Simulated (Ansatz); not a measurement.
## From PBE to G0W0: SnO2 (Cassiterite)

Aim: the quasiparticle gap of SnO2 (Cassiterite), starting from PBE.

Main program and level: Ansatz 0.2.0; PBE, then G0W0 on it, plane waves, PAW.

**The experiments to reproduce.**

- Gap 3.6 eV: experimental gap quoted from earlier work; bulk crystal (quoted in “Study on the Photocatalytic Properties of Flower-Shaped SnO2”, 2022, pmc:9565917).

### Step 1. Set-up

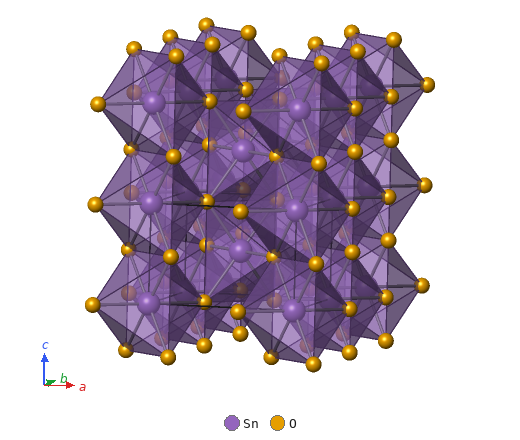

Start, viewed slightly off an axis; tin purple, oxygen orange. 1×2×2 cells are drawn. Some periodic images of atoms are drawn too.

The cell and positions come from the Crystallography Open Database and are kept as given unless a step says otherwise. The default PAW set here is soft_2. Its files were made with PBE.

### Step 2. The PBE band structure

Levels along a band path and on the mesh show where this functional puts the band edges.

This step: DFT, PBE, plane waves, PAW.

The input, input.yaml:

```yaml
crystal:
  lattice:
    - [4.738, 0.0, 0.0]
    - [0.0, 4.738, 0.0]
    - [0.0, 0.0, 3.1865]
  atoms:
    - { symbol: Sn, position: [0.0, 0.0, 0.0] }
    - { symbol: Sn, position: [0.5, 0.5, 0.5] }
    - { symbol: O, position: [0.3071, 0.3071, 0.0] }
    - { symbol: O, position: [0.1929, 0.8071, 0.5] }
    - { symbol: O, position: [0.6929, 0.6929, 0.0] }
    - { symbol: O, position: [0.8071, 0.1929, 0.5] }
kpoints:
  mp_grid: { grid: [6, 6, 8] }
  band_path:
    path:
      - [[0.0, 0.0, 0.0], [0.0, 0.5, 0.0], [0.5, 0.5, 0.0], [0.0, 0.0, 0.0], [0.0, 0.0, 0.5], [0.0, 0.5, 0.5], [0.5, 0.5, 0.5], [0.0, 0.0, 0.5]]
      - [[0.0, 0.5, 0.0], [0.0, 0.5, 0.5]]
      - [[0.5, 0.5, 0.0], [0.5, 0.5, 0.5]]
    npoints: 10
hamiltonian:
  xc: pbe
scf:
  occupations: { method: fermi_dirac, width: 0.02 }
  n_extra_bands: 6
output:
  eigenvalues: true
  forces: true
  stress: true
  write_density: true
  write_potential: true
  elf: true
  volumetric_format: npy
```

On the command line:

```bash
$ ansatz run input.yaml --threads 3 --pin off --max-ram 64512MiB --backend cuda --events-out ev --progress --plain --runs-dir out --devices 1 --max-vram 24GiB  # rebuilt from the run's record
```

Numbers of over 12 decimals in the logs are rounded to 6 here.

The log of the run:

```text
scf.n_extra_bands = 6 over 26 filled bands (N_el = 52.0): the run solves 32 bands
GPUs: using 1 of 1 available (devices: 1).
Engine: ansatz 0.2.0, x86_64-unknown-linux-gnu
Pseudopotentials: kind: paw
Pseudopotential: Sn, paw, valence charge 14, recommended cutoff 420 eV (normal), Sn.paw.azcp
Pseudopotential: O, paw, valence charge 6, recommended cutoff 420 eV (normal), O.paw.azcp
Functional definition: PBE
  parameter kappa = 0.804
  parameter beta = 0.066725
  exchange = pbe_x(kappa = kappa, mu = beta*pi^2/3)
  correlation = pbe_c(beta = beta)
device memory: the entry about to start is reckoned to put 2.2 GiB on a device that reports 69.4 GiB free (of which the cap on the GPU budget leaves the run 24.0 GiB)
GPU FFT provider: cuFFT
GPU libraries: cuBLAS 13.8.2, cuFFT 12.4.0, cuSOLVER 12.3.4
Crystal: 6 atoms, lattice volume = 71.533 Å³
Basis set: ecut = 420 eV, 1411 PW (Γ), exchange–correlation on 64×64×48 points (8 copies of the dense FFT grid, shifted against one another)
Bands: 32, of which v1, the nominal top of the filled ones, is band 26 counted from 1 (25 counted from 0)
Symmetry: 16 space group operations
Space group: P42/mnm (ITA 136), of the structure as read, at distance tolerance 4.2e-5 Å
k-points: 50 of 288
Non-local potential: Sn, projectors of the file, l = 0: 2, l = 1: 2, l = 2: 2, l = 3: 2
Non-local potential: O, projectors of the file, l = 0: 2, l = 1: 2, l = 2: 1
PAW form: soft (Blöchl's): semilocal exchange-correlation on the pseudo side does not see the compensation charge
PAW one-centre angular grid: Sn, 590 points (default); XC on 64 Gauss nodes
PAW one-centre angular grid: O, 110 points (default); XC on 64 Gauss nodes
Initial density: superposition of atomic densities (neutral atoms: chi_scale 0, normalization atom), corrected by the library's trained network
Initial wavefunctions: pseudopotential atomic-orbital guess
GPU buffer pool allocated for 24576 grid points (all kernels)
GPU transforms: local potential and band sums: pruned to the plane-wave sphere, on 32×32×24
Functional: x = pbe(κ = 0.804, μ = 0.219515), c = pbe(β = 0.066725)
SCF iter   1: F=—  HF=-14317.837964 eV  |F-HF|=—  |Δ(HF+E_count)|=         —  Δρ=1.08e-3  dr2=2.60e-4  ethr=1.77e-3  ⟨swp⟩=6.8  Hψ=7258  notcnv=0
preconditioner: auto → Resta (q_TF=auto, 2.587 Å⁻¹)  ε∞=3.6  [insulator: Δε(μ)=1.283 eV  Ē_g=19.758 eV  σ=0.020 eV  W_gap=1.00  n_scr=18 (ndim 8)  ℏωp=31.7 eV  f_vac=0.027  D(μ)=0.00/eV (n_scr^D=0)  ε∞_Penn≈3.6]
SCF iter   2: F=—  HF=-14317.839033 eV  |F-HF|=—  |Δ(HF+E_count)|=   1.07e-3  Δρ=5.91e-4  dr2=7.77e-5  ethr=5.00e-7  ⟨swp⟩=3.0  Hψ=3748  notcnv=0  defer=44
SCF iter   3: F=—  HF=-14317.839507 eV  |F-HF|=—  |Δ(HF+E_count)|=   4.74e-4  Δρ=1.99e-4  dr2=1.95e-5  ethr=1.49e-7  ⟨swp⟩=2.8  Hψ=2770  notcnv=0  defer=44
SCF iter   4: F=—  HF=-14317.839522 eV  |F-HF|=—  |Δ(HF+E_count)|=   1.55e-5  Δρ=4.42e-5  dr2=7.62e-7  ethr=3.75e-8  ⟨swp⟩=2.0  Hψ=2128  notcnv=0  defer=44
iter 5 did not close the SCF: its close was put off for the readings that it lacked (scf_convergence_deferred on its scf_iter line)
SCF iter   5: F=-14317.839524 eV  HF=-14317.839523 eV  |F-HF|=1.92e-7  |Δ(HF+E_count)|=   1.01e-6  Δρ=1.49e-5  dr2=9.57e-8  ethr=1.46e-9  ⟨swp⟩=2.0  Hψ=2625  notcnv=0  defer=44
SCF iter   6: F=-14317.839524 eV  HF=-14317.839524 eV  |F-HF|=1.17e-8  |Δ(HF+E_count)|=   2.15e-7  Δρ=4.00e-6  dr2=6.25e-9  ethr=1.84e-10  ⟨swp⟩=10.5  Hψ=11286  notcnv=0
SCF 1 converged in 6 iterations: F = -14317.839524 eV  dr2 = 6.25e-9
  greatest PAW one-centre occupation: 0.996 electrons in one spin orbital (limit 2), on the Sn atom at site 0 (counted from 0), in its partial waves of l = 2
device memory: the entry about to start is reckoned to put 2.8 GiB on a device that reports 69.4 GiB free (of which the cap on the GPU budget leaves the run 24.0 GiB)
NSCF: frozen V_eff on 93 k-points, pencils in batches of 32, up to order 144
SCF converged after 6 iterations
Free energy (F): -14317.839524 eV
Harris-Foulkes:  -14317.839524 eV  (|F-HF|=1.17e-8)
Internal energy: -14317.839524 eV  (E = F + TS)
E sigma→0 (E₀):  -14317.839524 eV
Fermi energy:    10.167741 eV
--- Per-component energies (eV) ---
  E_band       = -114.469769
  E_kinetic    = 1085.322191
  E_local      = -2860.960733  (includes V_loc(G=0)·N_el)
  E_nonlocal   = 134.899745
  E_hartree    = 1491.154566
  E_xc         = -1054.969018
  E_vxc        = -564.083551  (∫ρ·V_xc dr)
  E_paw        = -8930.444512  (= ΣΔE_a)
  E_vpaw       = -891.967489  (= ΣTr[D̂ρ^β])
  E_aug_tail   = 0.010016  (compensation charges beyond the density's cutoff)
  E_ewald      = -4182.851779
  E_smearing   = -0.000000  (= −TS)
  E_closure    = -0.000000  (closes the sum)
  Σ components = -14317.839524   (vs F -14317.839524, Δ=0.00e0)
--- Forces (eV/Å), atoms counted from 1 ---
  atom   1  Sn    -0.00000000    -0.00000000    -0.00000000
  atom   2  Sn     0.00000000    -0.00000000     0.00000000
  atom   3  O     -0.19464805    -0.19464805     0.00000000
  atom   4  O      0.19464805    -0.19464805    -0.00000000
  atom   5  O      0.19464805     0.19464805    -0.00000000
  atom   6  O     -0.19464805     0.19464805     0.00000000
  max |Σ_I F_I| component: 2.78e-17 eV/Å
--- Stress (GPa, compression-positive) ---
       10.098216       0.000000       0.000000
        0.000000      10.098216       0.000000
        0.000000       0.000000      13.046926
  P = ⅓ Tr σ = 11.0811 GPa (110.811 kbar)
--- Band table (eV; the first three rows and the last of 50) ---
[... rows of the band table ...]
```

Elapsed: 4.2 s, on 1 × NVIDIA H100 80GB HBM3 (shared by 3 runs) with 3 threads of AMD EPYC 7R13 (Zen 3), shared host; peak memory 0.98 GiB; 4.2 s of CPU time.

Reading the cycles: dr2 is the Hartree energy of the density residual (eV), the measure of convergence; HF is the Harris–Foulkes estimate of the energy, which meets the free energy F at convergence.

Numbers from this step:

```yaml
pressure: 11.08 GPa
filled_bands: 26
gap: 1.282 eV
valence_top_at: Γ
conduction_bottom_at: Γ
least_direct_gap: 1.282 eV
```

Over mesh and path the gap is 1.282 eV, direct, at k = Γ. The pressure in this cell is 11 GPa; the cell is kept.

Electronic bands along the path, in eV, zero at the top of the highest nominally filled band:

```tsv
point	band 23	band 24	band 25	band 26	band 27	band 28	band 29	band 30
Γ	-1.22	-0.77	-0.77	0.00	1.28	6.17	6.37	6.37
X	-1.18	-1.18	-0.63	-0.63	4.45	4.45	7.11	7.11
M	-1.30	-1.30	-0.90	-0.90	4.85	4.85	7.54	7.54
Γ	-1.22	-0.77	-0.77	0.00	1.28	6.17	6.37	6.37
Z	-1.65	-1.65	-1.26	-1.26	6.24	6.24	9.79	9.79
R	-1.10	-1.10	-0.69	-0.69	6.52	6.52	8.09	8.09
A	-0.97	-0.97	-0.83	-0.83	4.94	4.94	8.90	8.90
Z	-1.65	-1.65	-1.26	-1.26	6.24	6.24	9.79	9.79
jump to X	-1.18	-1.18	-0.63	-0.63	4.45	4.45	7.11	7.11
R	-1.10	-1.10	-0.69	-0.69	6.52	6.52	8.09	8.09
jump to M	-1.30	-1.30	-0.90	-0.90	4.85	4.85	7.54	7.54
A	-0.97	-0.97	-0.83	-0.83	4.94	4.94	8.90	8.90
```

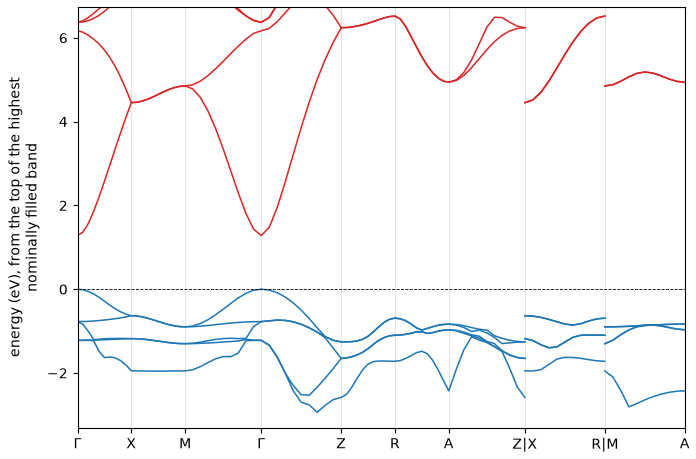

Electronic bands along the path; lines of filled and empty bands in two colours.

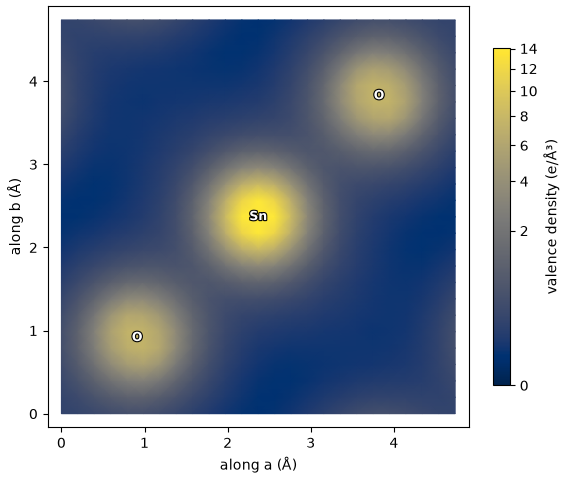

Valence density in the ab plane at fractional z = 0.000, with atoms of Sn and O within 0.2 Å of it. It is the smooth field of the valence electrons, not physical close to the nuclei. The map starts off the cell's origin, so that atoms lie inside it. The colour scale is stretched toward low values.

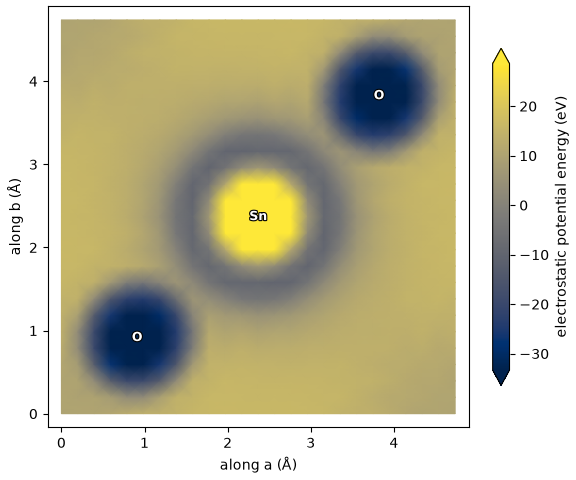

Electrostatic potential energy in the ab plane at fractional z = 0.000, with atoms of Sn and O within 0.2 Å of it. With pseudopotentials it is smooth inside the atoms' cores, unlike the true potential. The map starts off the cell's origin, so that atoms lie inside it.

### Step 3. G0W0 on the 4×4×6 mesh

G0W0 replaces the xc potential by a self-energy built once from the orbitals of the start. Levels are corrected in the window of bands that the input names, at points of the mesh.

This step: G0W0 on PBE, plane waves, PAW.

The input, input.yaml:

```yaml
crystal:
  lattice:
    - [4.738, 0.0, 0.0]
    - [0.0, 4.738, 0.0]
    - [0.0, 0.0, 3.1865]
  atoms:
    - { symbol: Sn, position: [0.0, 0.0, 0.0] }
    - { symbol: Sn, position: [0.5, 0.5, 0.5] }
    - { symbol: O, position: [0.3071, 0.3071, 0.0] }
    - { symbol: O, position: [0.1929, 0.8071, 0.5] }
    - { symbol: O, position: [0.6929, 0.6929, 0.0] }
    - { symbol: O, position: [0.8071, 0.1929, 0.5] }
kpoints:
  mp_grid: { grid: [4, 4, 6] }
hamiltonian:
  xc: pbe
  pseudopotentials: { kind: paw, source: ansatz }
scf:
  occupations: { method: fixed }
gw:
  n_empty_bands: 459
  ecut_chi: 200
  qp_bands: [v2, c2]
  qp_kpoints: band_edges
  screening: { model: contour_deformation }
```

The log of the run:

```text
GPUs: using 1 of 1 available (devices: 1).
[...]
GPU FFT provider: cuFFT
GPU libraries: cuBLAS 13.8.2, cuFFT 12.4.0, cuSOLVER 12.3.4
Crystal: 6 atoms, lattice volume = 71.533 Å³
Basis set: ecut = 930 eV, 4587 PW (Γ)
Bands: 41, of which v1, the nominal top of the filled ones, is band 34 counted from 1 (33 counted from 0)
Symmetry: 16 space group operations
[...]
k-points: 24 of 96
[...]
GPU buffer pool allocated for 104976 grid points (all kernels)
[...]
SCF iter   1: F=—  HF=-21720.950653 eV  |F-HF|=—  |Δ(HF+E_count)|=         —  Δρ=8.52e-2  dr2=3.45e0  ethr=3.10e-3  ⟨swp⟩=4.3  Hψ=3366  notcnv=0  defer=120
[...]
SCF iter   8: F=-21719.985827 eV  HF=-21719.985827 eV  |F-HF|=1.75e-8  |Δ(HF+E_count)|=   3.89e-7  Δρ=4.19e-6  dr2=1.32e-8  ethr=1.47e-10  ⟨swp⟩=10.0  Hψ=3934  notcnv=0
SCF 1 converged in 8 iterations: F = -21719.985827 eV  dr2 = 1.32e-8
[...]
NSCF: frozen V_eff on 24 k-points, pencils in batches of 32, up to order 164
the band table was solved once the SCF had ended and its energy, with any forces and stress, was formed, with the checks that follow a solve (3889 applications of the Hamiltonian). They found nothing against the state; the energy, forces and stress were not computed again (output.eigenvalues in the input reference)
[...]
NSCF: frozen V_eff on 24 k-points
G₀W₀ screening: q 1/24
[... further progress lines ...]
SCF converged after 8 iterations
Free energy (F): -21719.985827 eV
[...]
Internal energy: -21719.985827 eV  (E = F + TS)
E sigma→0 (E₀):  -21719.985827 eV
Fermi energy:    11.134553 eV
[...]
--- Band table (eV; the first three rows and the last of 24) ---
[... rows of the band table ...]
--- G₀W₀: contour deformation, 7 samples at zero and on the imaginary axis and 2 off it, 96 q-points, 459 empty bands' worth ---
  eigenvalues of the whole cell's RPA ε∞ on this k-mesh (on a slab, of 1 + 4πα/V) = 4.3102, 4.3102, 4.5293; static W/v taken at q = 0 is 0.228190
  bands read: the sum over 493 bands ends inside a degenerate multiplet in 14 slots, whose members it reads at an even weight; the widest, k=3: bands 493 to 494 (counted from 1) at 1/2 each
  gw.qp_kpoints: band_edges: 11 of 24 stored k-points solved, in 1 pass; an edge of the gap read off the rows below is read off those points alone
    valence top: of the k-points left out ik 14 came nearest to being solved in a further pass, in band 34 (counted from 1, as in the quasiparticle table): it holds the edge there only if its correction is more favourable than any solved in that band by at least 0.588 eV; those differ by 0.237 eV
    conduction bottom: of the k-points left out ik 16 came nearest to being solved in a further pass, in band 35 (counted from 1, as in the quasiparticle table): it holds the edge there only if its correction is more favourable than any solved in that band by at least 3.365 eV; those differ by 0.527 eV
    ik  band        ε_KS         Σx   Σc(E_QP)       V_xc       Z   E_QP_lin       E_QP  E_QP is
     0    33     10.3590   -26.4480     4.6626   -20.7667  0.7492     9.3190     9.3402  root
     0    34     11.1346   -27.1856     4.9801   -21.1404  0.7500    10.0463    10.0694  root
     0    35     12.4213   -14.4725    -3.5214   -18.5888  0.8220    13.0192    13.0162  root
     0    36     17.3009   -12.1255    -4.8222   -17.8243  0.8030    18.1904    18.1775  root
     1    33     10.3801   -26.6265     4.6664   -20.9363  0.7498     9.3347     9.3562  root
     1    34     10.9048   -26.8714     5.0180   -20.7577  0.7488     9.7833     9.8091  root
     1    35     13.9118   -15.6542    -3.4553   -19.8201  0.8064    14.6274    14.6224  root
     1    36     17.8033   -13.1252    -5.0208   -19.1581  0.7897    18.8352    18.8153  root
     3    33      9.8766   -26.2844     5.1888   -19.9209  0.7417     8.6654     8.7019  root
     3    34      9.8766   -26.2844     5.1888   -19.9209  0.7417     8.6654     8.7019  root
     3    35     17.3752   -14.7396    -4.9078   -20.7639  0.7854    18.5152    18.4917  root
     3    36     17.3752   -14.7396    -4.9078   -20.7639  0.7854    18.5152    18.4917  root
     4    33     10.3975   -26.5370     4.6887   -20.8217  0.7494     9.3491     9.3708  root
     4    34     10.8478   -26.7094     4.9364   -20.6863  0.7495     9.7359     9.7610  root
     4    35     13.7112   -15.6291    -3.3215   -19.6033  0.8080    14.3680    14.3639  root
     4    36     16.8442   -12.9739    -4.5745   -18.4176  0.7997    17.7258    17.7133  root
     5    33     10.3508   -26.5879     4.7137   -20.8340  0.7493     9.2879     9.3105  root
     5    34     10.7692   -26.7681     4.9682   -20.7081  0.7486     9.6518     9.6774  root
     5    35     14.6459   -15.4850    -3.7102   -19.9821  0.8028    15.4400    15.4328  root
     5    36     17.4303   -13.8532    -4.8442   -19.7047  0.7877    18.4570    18.4377  root
     8    33     10.5004   -26.5684     4.7805   -20.7285  0.7495     9.4171     9.4410  root
     8    34     10.5004   -26.5684     4.7805   -20.7285  0.7495     9.4171     9.4410  root
     8    35     15.5894   -14.8695    -4.0430   -19.7548  0.7984    16.4424    16.4316  root
     8    36     15.5894   -14.8695    -4.0430   -19.7548  0.7984    16.4424    16.4316  root
    11    33     10.4422   -27.1855     4.1691   -22.0787  0.7589     9.4889     9.5045  root
    11    34     10.4422   -27.1855     4.1691   -22.0787  0.7589     9.4889     9.5045  root
    11    35     17.6533   -14.8654    -4.9660   -20.9532  0.7818    18.8013    18.7751  root
    11    36     17.6533   -14.8654    -4.9660   -20.9532  0.7818    18.8013    18.7751  root
    12    33     10.3059   -26.5182     4.8500   -20.5972  0.7473     9.2098     9.2349  root
    12    34     10.6552   -26.5828     4.9897   -20.4835  0.7481     9.5182     9.5456  root
    12    35     14.4881   -15.6106    -3.5894   -19.9448  0.8037    15.2391    15.2328  root
    12    36     16.5754   -13.1633    -4.5451   -18.5780  0.8006    17.4570    17.4450  root
    13    33     10.3316   -26.6376     4.8858   -20.6724  0.7473     9.2266     9.2522  root
    13    34     10.7203   -26.8516     4.8756   -20.9061  0.7494     9.6265     9.6505  root
    13    35     15.1528   -15.3100    -3.9249   -20.0767  0.8005    16.0035    15.9946  root
    13    36     17.0780   -13.9664    -4.7501   -19.7068  0.7906    18.0859    18.0683  root
    17    33     10.4360   -26.6812     4.8474   -20.7573  0.7486     9.3343     9.3594  root
    17    34     10.4360   -26.6812     4.8474   -20.7573  0.7486     9.3343     9.3594  root
    17    35     16.2117   -14.7811    -4.3963   -20.1242  0.7950    17.1725    17.1585  root
    17    36     16.2117   -14.7811    -4.3963   -20.1242  0.7950    17.1725    17.1585  root
    23    33     10.3000   -26.6274     5.1802   -20.3023  0.7439     9.1237     9.1551  root
    23    34     10.3000   -26.6274     5.1802   -20.3023  0.7439     9.1237     9.1551  root
    23    35     16.0731   -13.3208    -4.4617   -18.6828  0.8100    16.9841    16.9734  root
    23    36     16.0731   -13.3208    -4.4617   -18.6828  0.8100    16.9841    16.9734  root
```

The job ended after 1.7 min (1 × NVIDIA H100 80GB HBM3 (shared by 3 runs) with 3 threads; peak memory 3 GiB; 2.8 min of CPU time).

Numbers from this step:

```
bands summed                                    : 493
RPA ε∞ on this mesh (eigenvalues)               : 4.310, 4.310, 4.529
plane waves in the screening matrix             : 471
q-points in the mesh                            : 96
G0W0 gap over the corrected points              : 2.947 eV
k of the valence top                            : 0, 0, 0
k of the conduction bottom                      : 0, 0, 0
starting gap on the mesh                        : 1.287 eV
Z at the valence top                            : 0.7500
Z at the conduction bottom                      : 0.8220
least direct G0W0 gap over the corrected points : 2.947 eV
```

Over 11 of 24 irreducible mesh points the G0W0 gap is 2.947 eV, direct, at k = Γ. The PBE gap of this run on the mesh is 1.287 eV. The two states that bound the G0W0 gap lie that far apart at the start, so the correction of the gap is 2.947 − 1.287 = +1.660 eV. The start of this run differs from the step before in mesh (6×6×8 and 4×4×6), files (soft_2 PAW and hard PAW) and plane-wave cutoff (420 eV and 930 eV).

Labels follow the order of the start: v1 is the top filled band, c1 the lowest empty one; levels that stay degenerate share a row, the window can cut a multiplet, doubted levels are not marked in this list, bands outside the window were not corrected, and the list may be a part of the corrected levels. Levels before and after the correction, in eV, zero at the valence-band top of each column:

```tsv
	conduction bottom	valence top
Kohn-Sham	1.29	0.00
G0W0	2.95	0.00
```

```tsv
	level	occupation	energy (eV)
Kohn-Sham	Γ v2	2	-0.776
Kohn-Sham	Γ v1	2	0.000
Kohn-Sham	Γ c1	0	1.287
Kohn-Sham	Γ c2	0	6.166
G0W0	Γ v2	2	-0.729
G0W0	Γ v1	2	0.000
G0W0	Γ c1	0	2.947
G0W0	Γ c2	0	8.108
```

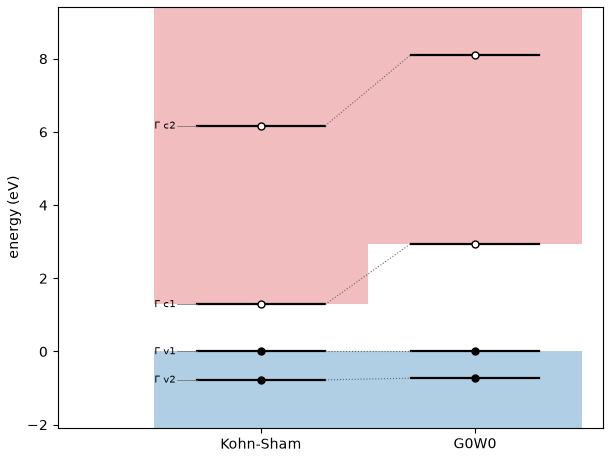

Levels before and after the correction. Shaded: valence and conduction bands. Filled marks are occupied levels, open marks empty ones.

The parts of the quasiparticle energy for the two states that bound the G0W0 gap, in eV on the run's own scale (QP = start + Σx + Σc − Vxc, with Σc at the quasiparticle energy):

```tsv
edge	k	band	start	Σx	Σc	Vxc	Z	QP
valence top	Γ	34	11.135	−27.186	4.980	−21.140	0.750	10.069
conduction bottom	Γ	35	12.421	−14.473	−3.521	−18.589	0.822	13.016
```

[end of part 1 of 2]

[Paths, hosts, dates, memory and timing lines, banners, echoed tables and standing remarks are left out of the program output.]

[Logs are printed without paths, hosts, clocks, repeated set-up lines and the standing remarks that a program may print on its own settings, such as how far it seeks lower states.]

[Runs of the session that timed out or met a known fault of the program may be left out.]

[Cells called generated may have been cut or substituted from an entry of the Crystallography Open Database or the Materials Project.]

[Hosts, paths, dates, database ids (printed as entryN), source tags and the programs' standing remarks are cut or masked in the printed files.]

[Where an RPA ε∞ is given, it is that of the G0W0 mesh and is not shown converged in it. Names of k-points follow the symmetry that the program found, which can be lower than the space group named. Band edges on a path are those of the sampled points; other points can move an edge, and change direct to indirect where valleys lie close.]

[Hybrid gaps are those of their k-mesh and are not shown converged in it.]
